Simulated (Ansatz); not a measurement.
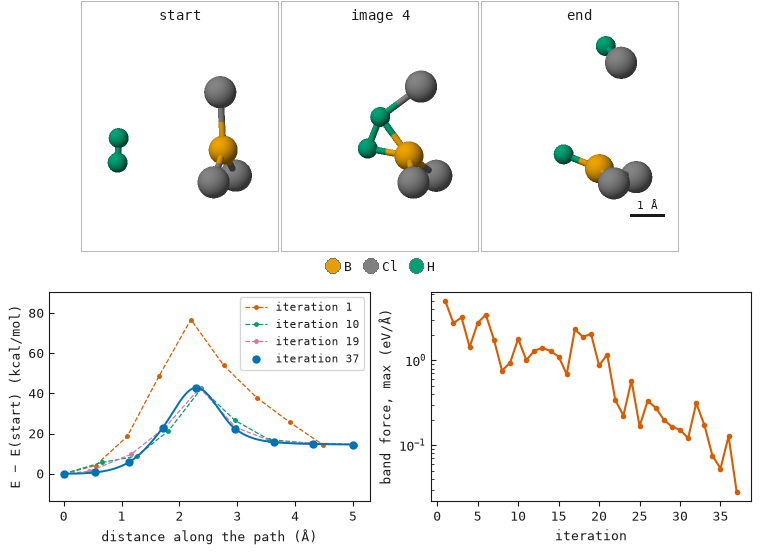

NEB run on BH2Cl3, made up at the start of BCl$_{3}$ and H₂. Images are numbered from 0 (start) to 8 (end). The plot follows the band through its iterations. The picture is a ball-and-stick view, seen at a tilt.

These are results of RKS B3LYP-D4/6-31G* in Ansatz, not measurements. Set-up: 7 movable images; climbing image; force threshold 0.03 eV/Å; iteration limit 37; spring constant 0.1 eV/Å²; starting path through a guess of the saddle point.

Question: How did the profile develop, and is the result final?

Answer: The run is converged, with reservations. The band converged in 37 iterations. The largest component of the band force went from 5 to 0.028 eV/Å. The climbing image converged on the top of the path. Its curvatures weren't checked. The spring constant is far from the usual few eV/Å², which spoils the spacing or the steps. The first iteration put the highest image at 76.8 kcal/mol. The energy climbs by 42.8 kcal/mol to image 4 and then falls by 28.3 kcal/mol, so the end point sits at +14.5 kcal/mol.

Limits of the set-up: the start holds two separate molecules, 3.3 Å apart at their closest, whose relative position is a soft coordinate.
